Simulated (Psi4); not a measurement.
# NO2F (nitryl fluoride): M06-L/cc-pVTZ

Aim: the energy change on altering one bond length of NO2F (nitryl fluoride) at M06-L/cc-pVTZ, from 2 runs. 

The results are computed with Psi4 1.11.

## 1. The system as given

NO2F has 4 atoms, charge 0, and is taken as a singlet. SMILES: `O=[N+]([O-])F`. The shape is that of a PBE0-D4/def2-TZVP optimisation.

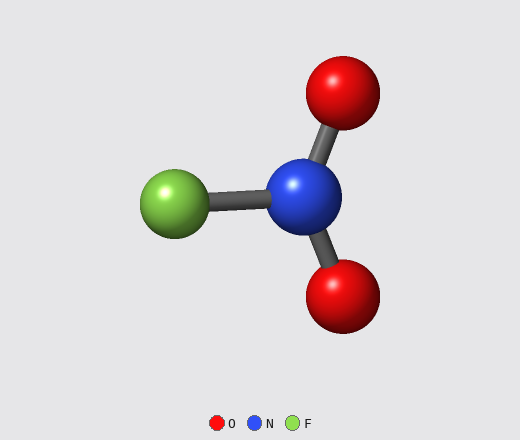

The structure, seen from a chosen angle (oxygen red, nitrogen blue, fluorine green).

## 2. Energy and gradient at M06-L/cc-pVTZ

calc.inp reads:

```
memory 2200 mb

molecule system {
  0 1
  O
  N 1 R2
  O 2 R3 1 A3
  F 2 R4 3 A4 1 D4

  R2 = 1.169806
  R3 = 1.169804
  A3 = 135.58531
  R4 = 1.442224
  A4 = 112.20732
  D4 = 179.99855
  symmetry c1
  no_reorient
  no_com
}

set {
  basis                cc-pVTZ
  puream               true
  e_convergence        1e-09
  d_convergence        1e-08
  scf_type             pk
  dft_radial_points    99
  dft_spherical_points 590
}

e_tot, wfn = gradient("m06-l", return_wfn=True)
oeprop(wfn, "MAYER_INDICES", "QUADRUPOLE", "WIBERG_LOWDIN_INDICES", title="M06-L")
print_variables()
```

On the command line:

```console
$ psi4 -i calc.inp -o calc.out -n 1
```

calc.out:

```text
[...]
  Running in c1 symmetry.
[...]
  Nuclear repulsion =  124.476518839972954
[...]
  Multiplicity = 1
[...]
  Nalpha       = 16
  Nbeta        = 16
[...]
    Number of basis functions: 120
[...]
   @RKS iter   1:  -304.83269201688847    2.42734e-02   5.60607e-03 ADIIS/DIIS
[...]
   @RKS iter  12:  -304.96778785128686   -4.43379e-12   2.83314e-09 DIIS
[...]
    Orbital Energies [Eh]
    ---------------------
    Doubly Occupied:
       1A    -24.544222     2A    -19.078948     3A    -19.078946
       4A    -14.513306     5A     -1.322933     6A     -1.176297
       7A     -1.140107     8A     -0.680153     9A     -0.589433
      10A     -0.588407    11A     -0.551510    12A     -0.408229
      13A     -0.394651    14A     -0.366957    15A     -0.359831
      16A     -0.320514
[...]
  @RKS Final Energy:  -304.96778785128686
   => Energetics <=
    Nuclear Repulsion Energy =            124.4765188399729539
    One-Electron Energy =                -666.4202177626791581
    Two-Electron Energy =                 271.4075808566868773
    DFT Exchange-Correlation Energy =     -34.4316697852675517
    Empirical Dispersion Energy =           0.0000000000000000
    VV10 Nonlocal Energy =                  0.0000000000000000
    Total Energy =                       -304.9677878512868574
[...]
  -Total Gradient:
     Atom            X                  Y                   Z
    ------   -----------------  -----------------  -----------------
       1       -0.000001449383    -0.000935267809     0.013149392199
       2        0.000003360953     0.009364133958     0.003825565681
       3       -0.000001449390     0.008536827522    -0.010049060464
       4       -0.000000462874    -0.016930994427    -0.006911740995
[...]
 Multipole Moments:
 ------------------------------------------------------------------------------------
     Multipole            Electronic (a.u.)      Nuclear  (a.u.)        Total (a.u.)
 ------------------------------------------------------------------------------------
 L = 1.  Multiply by 2.5417464519 to convert [e a0] to [Debye]
 Dipole X            :         -0.0000142            0.0000226            0.0000084
 Dipole Y            :          0.9447040           -1.0866675           -0.1419634
 Dipole Z            :          0.3856728           -0.4436242           -0.0579514
 Magnitude           :                                                    0.1533362
 L = 2.  Multiply by 1.3450342976 to convert [e a0^2] to [Debye ang]
 Quadrupole XX       :        -14.0216877            0.0000000          -14.0216876
 Quadrupole XY       :          0.0012974           -0.0012653            0.0000321
[...]
```

Wall time 35 s (1 thread of Intel Xeon 6975P-C (Granite Rapids), shared host); peak memory 0.79 GiB.

## 3. The distorted shape at the same level

calc.inp reads:

```
memory 2200 MB

molecule {
  0 1
  O      0.311961     0.358556     1.258525
  N      0.203391    -0.183174     0.227415
  O      0.600251    -1.180054    -0.238605
  F     -0.744590     0.670550    -0.832510
  symmetry c1
  no_reorient
  no_com
}

set basis cc-pVTZ
set puream true
set e_convergence 1e-09
set d_convergence 1e-08
set scf_type pk
set dft_radial_points 99
set dft_spherical_points 590

e_tot, wfn = gradient("m06-l", return_wfn=True)
print_variables()
```

On the command line:

```console
$ psi4 calc.inp calc.out -n 1
```

calc.out:

```text
[...]
  Running in c1 symmetry.
[...]
  Nuclear repulsion =  118.641498230217323
[...]
  Multiplicity = 1
[...]
  Nalpha       = 16
  Nbeta        = 16
[...]
    Number of basis functions: 120
[...]
   @RKS iter   1:  -304.83680812784553   -1.56393e-01   5.39330e-03 DIIS/ADIIS
[...]
   @RKS iter  12:  -304.96317515519030   -3.01270e-12   2.58601e-09 DIIS
[...]
    Orbital Energies [Eh]
    ---------------------
    Doubly Occupied:
       1A    -24.495148     2A    -19.108737     3A    -19.108734
       4A    -14.510183     5A     -1.311534     6A     -1.155835
       7A     -1.115538     8A     -0.674734     9A     -0.587057
      10A     -0.585389    11A     -0.566578    12A     -0.379685
      13A     -0.375192    14A     -0.360817    15A     -0.349365
      16A     -0.328618
[...]
  @RKS Final Energy:  -304.96317515519030
   => Energetics <=
    Nuclear Repulsion Energy =            118.6414982302173229
    One-Electron Energy =                -654.9864477418857405
    Two-Electron Energy =                 265.7356415843495370
    DFT Exchange-Correlation Energy =     -34.3538672278713904
    Empirical Dispersion Energy =           0.0000000000000000
    VV10 Nonlocal Energy =                  0.0000000000000000
    Total Energy =                       -304.9631751551902994
[...]
 Multipole Moments:
 ------------------------------------------------------------------------------------
     Multipole            Electronic (a.u.)      Nuclear  (a.u.)        Total (a.u.)
 ------------------------------------------------------------------------------------
 L = 1.  Multiply by 2.5417464519 to convert [e a0] to [Debye]
 Dipole X            :         -3.4437707            3.8174792            0.3737085
 Dipole Y            :          3.1013321           -3.4378880           -0.3365559
 Dipole Z            :         -3.8504386            4.2682772            0.4178386
 Magnitude           :                                                    0.6538478
[...]
  -Total Gradient:
     Atom            X                  Y                   Z
    ------   -----------------  -----------------  -----------------
       1        0.008911494739    -0.008381535956     0.009453168304
       2        0.000769030635    -0.000697925751     0.000861962363
       3        0.008749203276    -0.007518395453     0.010291684845
       4       -0.018434140429     0.016601824782    -0.020611747053
[...]
```

Wall time 36 s (1 thread of Intel Xeon 6975P-C (Granite Rapids), shared host); peak memory 0.79 GiB.

## 4. What came out

Level: M06-L/cc-pVTZ.

```
                                                         quantity          value
                                        first shape: total energy  -304.96779 Eh
                                       first shape: dipole moment         0.39 D
                                         first shape: HOMO energy       -8.72 eV
                                         first shape: LUMO energy       -3.25 eV
                                       first shape: HOMO–LUMO gap        5.47 eV
                            first shape: largest force on an atom     0.940 eV/Å
                                    distorted shape: total energy  -304.96318 Eh
                                   distorted shape: dipole moment         1.66 D
                                     distorted shape: HOMO energy       -8.94 eV
                                     distorted shape: LUMO energy       -3.84 eV
                                   distorted shape: HOMO–LUMO gap        5.11 eV
                        distorted shape: largest force on an atom     1.659 eV/Å
energy change with the N2–F4 bond stretched from 1.442 to 1.659 Å       0.126 eV
```

With the N2–F4 bond stretched from 1.442 to 1.659 Å the energy rises by 0.13 eV (12.1 kJ/mol). The first shape isn't relaxed at this level, so the change isn't measured from a minimum. The largest force (first shape) is 0.94 eV/Å: the shape isn't a stationary point for this species at this level.
